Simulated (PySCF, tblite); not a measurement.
# C3H11NSi+ (doublet): geometry, infrared bands and EPR parameters

Wanted: the infrared bands and EPR parameters of C3H11NSi+ (doublet) (`CC(C)[NH+][SiH3]`), by calculation.

Programs: tblite 0.8.0 and PySCF 2.14.0, with density-fitted response routines of our own. Each step states its level of theory. These are calculated values for one molecule in the gas phase, unless marked as measured. Atoms are numbered from 0 throughout.

### Step 1. Starting geometry

16 atoms, charge 1, multiplicity 2; geometry from: force field or distance geometry start.

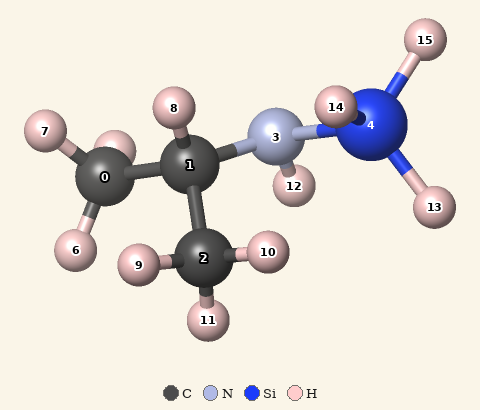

As it starts; carbon dark grey, nitrogen light blue, silicon blue, hydrogen pink, atoms numbered.

### Step 2. Geometry optimisation with GFN2-xTB

What the job is given:

```
{"job": {"kind": "relax", "xc": "GFN2-xTB", "basis": "xTB"}, "charge": 1, "multiplicity": 2}
C     -1.690600     1.010100    -0.214200
C     -0.437400     0.337200     0.216500
C     -0.642600    -1.179400     0.086200
N      0.748200     0.775600    -0.494400
Si     2.171600    -0.128400     0.152200
H     -1.549700     1.868300    -0.887900
H     -2.447900     0.314800    -0.641700
H     -2.184600     1.439700     0.706600
H     -0.268900     0.540200     1.304000
H     -1.450900    -1.431000     0.818200
H      0.285300    -1.693400     0.346700
H     -0.978200    -1.451800    -0.936400
H      0.651700     0.624700    -1.507500
H      2.573600    -1.239600    -0.696300
H      1.953700    -0.634400     1.509400
H      3.259100     0.856300     0.227400
```

Command:

```
$ OMP_NUM_THREADS=1 python probes_run.py task.json out
```

The driver reads the jobs from task.json and runs them one after another.

The log of the run:

```text
step      E/eV     max force
  0    -440.89765    2.691
  1    -441.12223    1.952
  2    -441.26934    0.989
  3    -441.35710    0.769
  4    -441.43563    0.675
  5    -441.46633    0.459
  6    -441.48868    0.484
  7    -441.51072    0.350
  8    -441.53190    0.338
  9    -441.55563    0.328
 10    -441.58318    0.496
 11    -441.61367    0.468
 12    -441.64238    0.376
 13    -441.66388    0.353
 14    -441.67741    0.365
 15    -441.68971    0.328
 16    -441.70293    0.294
 17    -441.71623    0.298
 18    -441.72429    0.183
 19    -441.72788    0.133
 20    -441.73077    0.117
 21    -441.73333    0.134
 22    -441.73512    0.106
 23    -441.73661    0.091
 24    -441.73822    0.115
 25    -441.73996    0.104
 26    -441.74174    0.113
 27    -441.74344    0.091
 28    -441.74491    0.088
 29    -441.74608    0.078
 30    -441.74700    0.071
 31    -441.74772    0.065
 32    -441.74837    0.066
 33    -441.74904    0.064
 34    -441.74976    0.082
 35    -441.75055    0.079
 36    -441.75138    0.079
 37    -441.75215    0.072
 38    -441.75283    0.065
 39    -441.75353    0.078
 40    -441.75450    0.118
 41    -441.75587    0.146
 42    -441.75749    0.132
 43    -441.75905    0.101
 44    -441.76072    0.116
 45    -441.76300    0.183
 46    -441.76640    0.260
 47    -441.77010    0.254
 48    -441.77315    0.139
 49    -441.77186    0.327
 50    -441.77777    0.179
 51    -441.77983    0.115
 52    -441.78457    0.130
 53    -441.78713    0.104
 54    -441.78932    0.127
 55    -441.79160    0.125
 56    -441.79364    0.116
 57    -441.79645    0.093
 58    -441.79885    0.111
 59    -441.80009    0.113
 60    -441.80205    0.092
 61    -441.80421    0.101
 62    -441.80599    0.136
 63    -441.80787    0.120
 64    -441.80904    0.088
 65    -441.81031    0.070
 66    -441.81089    0.057
 67    -441.81174    0.050
 68    -441.81231    0.053
 69    -441.81292    0.068
 70    -441.81348    0.071
 71    -441.81399    0.063
 72    -441.81454    0.054
 73    -441.81515    0.057
 74    -441.81572    0.061
 75    -441.81629    0.056
 76    -441.81693    0.059
 77    -441.81765    0.058
 78    -441.81830    0.042
 79    -441.81871    0.040
 80    -441.81901    0.037
 81    -441.81934    0.045
 82    -441.81973    0.048
 83    -441.82020    0.053
 84    -441.82074    0.066
 85    -441.82131    0.059
 86    -441.82194    0.060
 87    -441.82253    0.041
 88    -441.82295    0.076
 89    -441.82314    0.029
 90    -441.82331    0.018
 91    -441.82341    0.014
 92    -441.82344    0.011
 93    -441.82345    0.010
 94    -441.82347    0.010
```

It took 0.54 s on 1 thread of Arm Neoverse V1, shared host; peak memory 0.17 GiB.

Along the way: (not every step is listed)

```csv
step,energy from step 0 (eV),largest force (eV/Å)
0,0.0000,2.6906
1,-0.2246,1.9515
2,-0.3717,0.9894
3,-0.4595,0.7688
4,-0.5380,0.6746
5,-0.5687,0.4588
6,-0.5910,0.4837
7,-0.6131,0.3503
8,-0.6343,0.3377
16,-0.8053,0.2943
24,-0.8406,0.1150
32,-0.8507,0.0663
40,-0.8569,0.1179
48,-0.8755,0.1390
56,-0.8960,0.1156
64,-0.9114,0.0876
72,-0.9169,0.0538
80,-0.9214,0.0371
88,-0.9253,0.0761
89,-0.9255,0.0293
90,-0.9257,0.0179
91,-0.9258,0.0141
92,-0.9258,0.0114
93,-0.9258,0.0100
94,-0.9258,0.0100
```

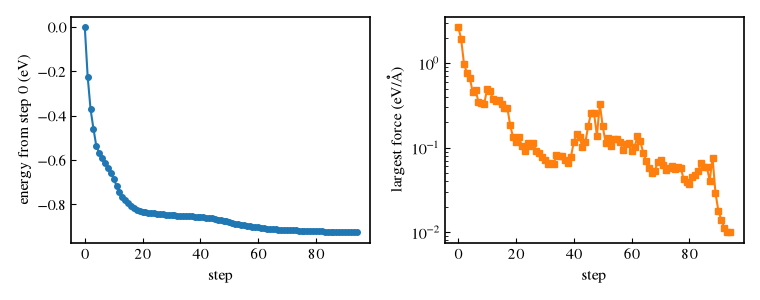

Energy and force, step by step.

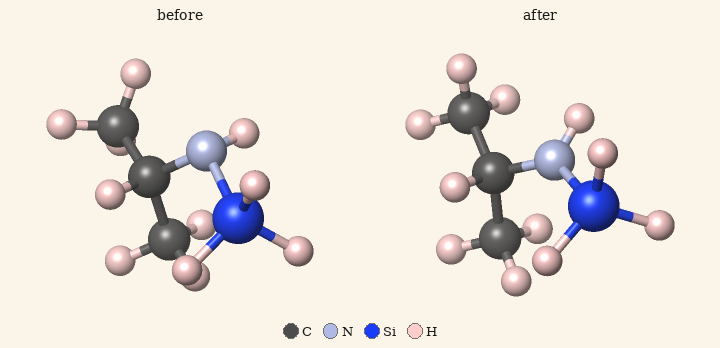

The geometry before (left) and after (right).

Close pairs (by a distance rule), those that changed most:

```csv
bond,before (Å),after (Å),change (Å)
N3–Si4,1.806,1.762,-0.044
C0–H7,1.130,1.086,-0.044
C1–N3,1.450,1.409,-0.041
C2–H9,1.119,1.086,-0.033
C0–C1,1.486,1.512,+0.026
C0–H6,1.113,1.089,-0.024
C2–H11,1.110,1.087,-0.023
C1–C2,1.536,1.557,+0.021
```

The end geometry stands in the next job.

### Step 3. Vibrational analysis with GFN2-xTB

What the job is given:

```
{"job": {"kind": "ir", "xc": "GFN2-xTB", "basis": "xTB"}, "charge": 1, "multiplicity": 2}
C     -1.605805     1.060697    -0.292238
C     -0.482934     0.221520     0.275614
C     -0.867949    -1.286054     0.339516
N      0.733723     0.381543    -0.417746
Si     2.364798    -0.097920     0.044972
H     -1.339362     2.116730    -0.280200
H     -1.825662     0.782792    -1.322458
H     -2.512940     0.928951     0.290483
H     -0.301950     0.486646     1.331741
H     -1.763825    -1.393811     0.943235
H     -0.067054    -1.873504     0.778071
H     -1.062134    -1.641418    -0.669181
H      0.619591     0.830799    -1.320796
H      2.752096    -1.021479    -1.029570
H      2.252260    -0.655899     1.384896
H      3.099548     1.169351    -0.067753
```

The log of the run:

```text
mode    cm-1     km/mol
  1      20.2      2.24
  2      96.6      4.35
  3     164.6      0.47
  4     191.9      1.80
  5     227.9      0.22
  6     317.6     21.14
  7     327.0      7.12
  8     391.3      4.73
  9     473.9      1.57
 10     532.6     54.31
 11     568.4    117.36
 12     664.7     26.31
 13     674.3     31.10
 14     733.2    173.78
 15     743.9     33.62
 16     863.9      5.84
 17     931.7      2.96
 18     959.5      0.48
 19     996.3     48.67
 20    1056.6     29.27
 21    1091.9     53.45
 22    1115.6     94.43
 23    1185.3     39.53
 24    1227.8      7.57
 25    1321.8      5.10
 26    1365.2     18.35
 27    1404.1     95.95
 28    1433.9     14.65
 29    1446.2     24.89
 30    1451.4      9.51
 31    1458.9     12.89
 32    2175.9     35.57
 33    2208.0    125.43
 34    2346.9    156.73
 35    2806.5     26.96
 36    3019.4      1.85
 37    3028.1     20.42
 38    3045.9      5.58
 39    3060.6      6.38
 40    3063.7      1.48
 41    3068.3      2.86
 42    3358.2     22.33
```

It took 0.42 s on 1 thread of Arm Neoverse V1, shared host; peak memory 0.17 GiB.

Which atoms move in the most intense modes:

```csv
cm⁻¹,km/mol,atoms
533,54.3,"H14 39 %, H13 18 %, H15 15 %, Si4 11 %"
568,117.4,"N3 34 %, H12 27 %"
733,173.8,"N3 25 %, Si4 23 %, H15 14 %, H13 12 %"
1092,53.5,"C1 30 %, C0 18 %, H12 13 %, H6 11 %"
1116,94.4,"H8 42 %, C1 21 %, N3 11 %"
1404,96.0,"H6 33 %, H5 29 %, C0 18 %, H7 16 %"
2208,125.4,"H13 56 %, H15 42 %"
2347,156.7,H14 96 %
```

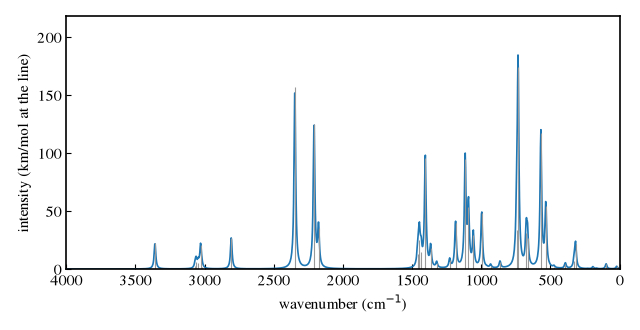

The infrared spectrum from these modes, unscaled. Lines are broadened to a width of 14 cm⁻¹ (Lorentzian).

### Step 4. g tensor and hyperfine couplings: B3LYP/pcH-1

Settings changed since step 3:

```diff
@@ -1,2 +1,2 @@
-{"job": {"kind": "ir", "xc": "GFN2-xTB", "basis": "xTB"}, "charge": 1, "multiplicity": 2}
+{"job": {"kind": "epr", "basis": "pcH-1"}, "charge": 1, "multiplicity": 2}
 C     -1.605805     1.060697    -0.292238
```

Method: UKS B3LYP, pcH-1 on C H N Si, non-relativistic, mean-field spin-orbit, GIAO.

The log of the run:

```text
UKS, coarse grid
  cycle   1  E = -464.88455621  |g| = 2.89e-01
  cycle   2  E = -464.86596187  |g| = 3.43e-01
  cycle   3  E = -464.92210552  |g| = 9.20e-02
  cycle   4  E = -464.92520983  |g| = 2.64e-02
  cycle   5  E = -464.92555374  |g| = 9.28e-03
  cycle   6  E = -464.92559719  |g| = 2.62e-03
  cycle   7  E = -464.92560389  |g| = 1.10e-03
  cycle   8  E = -464.92560330  |g| = 4.57e-04
UKS, final grid
  cycle   1  E = -464.92558821  |g| = 5.85e-04
  cycle   2  E = -464.92558805  |g| = 8.16e-04
  cycle   3  E = -464.92558838  |g| = 3.55e-05
  cycle   4  E = -464.92558838  |g| = 2.70e-05
E = -464.92558838 Eh   <S^2> = 0.7545 (exact 0.7500)
g shifts (ppm)      1          2          3
  rmc          -203       -203       -203
  gc              2         43         45
  oz_so          13       1909       3159
  total        -187       1748       3002
hyperfine (MHz)  atom isotope    a_iso     a_fc   dipolar eigenvalues
    0   13C      -0.13      -0.14     -1.51     -1.26      2.76
    1   13C     -31.18     -31.24    -10.08     -4.22     14.30
    2   13C      62.33      62.32    -13.35    -13.13     26.48
    3   14N      31.45      31.43    -36.65    -36.47     73.12
    4  29Si      42.40      42.49     -1.17     -0.35      1.52
    5    1H       4.29       4.29     -3.30     -2.41      5.71
    6    1H       5.45       5.45     -3.05     -2.61      5.66
    7    1H       0.72       0.72     -2.32     -1.58      3.90
    8    1H     162.45     162.44     -8.03     -4.20     12.22
    9    1H      24.94      24.93     -6.62     -2.01      8.62
   10    1H      -8.83      -8.84     -7.34     -2.25      9.59
   11    1H      -1.70      -1.70     -7.57     -0.52      8.09
   12    1H     -54.14     -54.20    -42.51     -9.34     51.84
   13    1H     117.64     117.64     -3.84     -1.11      4.94
   14    1H      -2.85      -2.86     -3.11     -2.30      5.41
   15    1H     118.76     118.76     -3.86     -1.23      5.08
```

It took 58 s on 1 thread of Arm Neoverse V1, shared host; peak memory 0.88 GiB.

Principal g values 2.00213, 2.00407, 2.00532; g(iso) = 2.00384, against 2.00232 for a free electron.

Hyperfine couplings; where a row names several nuclei, a(iso) is their mean (it holds for fast rotation or exchange) and the dipolar term the largest among them:

```csv
nuclei,isotope,a(iso) (MHz),"a(iso) (G, at g = 2.0023)",largest dipolar term (MHz)
H8,1H,162.4,58.0,12.2
"H13, H14, H15",1H,77.8,27.8,5.4
H12,1H,-54.1,-19.3,51.8
Si4,29Si,42.4,15.1,1.5
N3,14N,31.4,11.2,73.1
C1,13C,-31.2,-11.1,14.3
"C0, C2",13C,31.1,11.1,26.5
"H5, H6, H7, H9, H10, H11",1H,4.1,1.5,9.6
```

Mulliken spin populations:

C0 0.00; C1 -0.02; C2 0.11; N3 0.78; Si4 -0.05; H5 0.00; H6 0.00; H7 0.00; H8 0.06; H9 0.01; H10 0.00; H11 0.00; H12 -0.03; H13 0.06; H14 0.00; H15 0.06

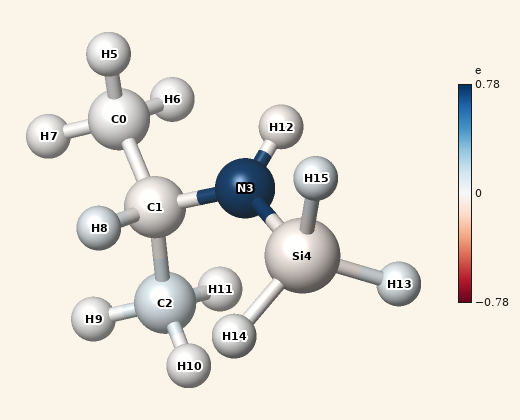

Mulliken spin populations, as colours on the atoms.

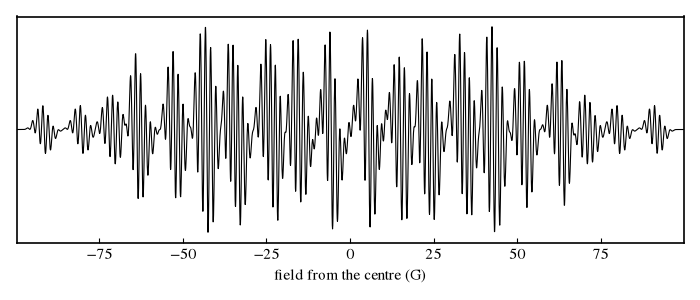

First-order isotropic spectrum (first derivative, main isotopes with spin only, couplings over 0.8 MHz, Gaussian width 0.5 G; couplings of the frozen geometry, rotation of groups not averaged beyond the rows shown).

Orbitals, density, ELF and potential are computed afterwards from the orbital file.

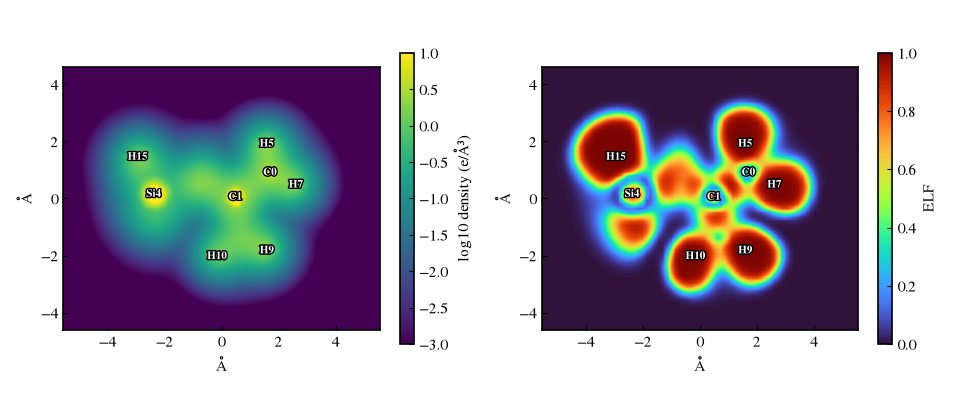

Density (left) and ELF (right) in a plane through or near 8 of the atoms.

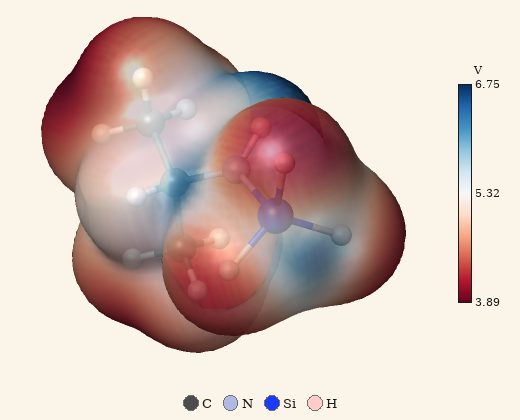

Electrostatic potential on the surface of density 0.002 e/bohr³; red is low, blue high. It runs from 3.89 to 6.75 V.

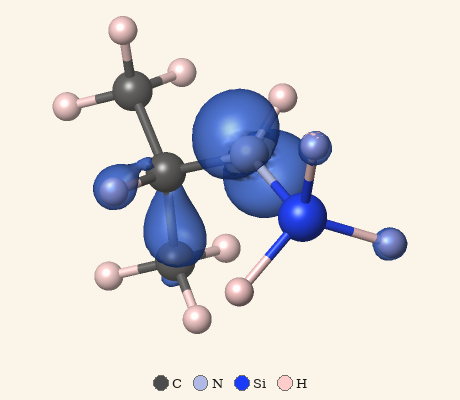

Spin density at ±0.07 e/Å³ (alpha excess blue, beta excess red).

### Step 5. Summary of results

| quantity | value |
| --- | --- |
| strongest single infrared mode (GFN2-xTB) | 733 cm⁻¹, 174 km/mol |
| zero-point energy (GFN2-xTB) | 80.9 kcal/mol |
| g(iso) (B3LYP) | 2.00384 |
| ⟨S²⟩ | 0.755 (exact 0.75) |
| largest a(iso) (averaged by class) | 1H on H8, 162.4 MHz |

What this shows: Over 94 steps the energy fell by 0.926 eV; of the close pairs, N3–Si4 changed most, 1.806 to 1.762 Å. All 42 modes are real, so the xTB geometry is a minimum. The strongest single mode, at 733 cm⁻¹, is carried by N3, Si4, H15, H13. GFN2-xTB is a fitted tight-binding method: band positions and strengths are rough. Its intensities can rank the bands wrongly. Most of the unpaired spin sits on N3 (0.78 e). The isotropic g lies 1.5 ppt above the free-electron value. These values are for one conformer; the search (at its own cheap level) found 1 more, at 0.31 kcal/mol, and measured spectra average over such forms.
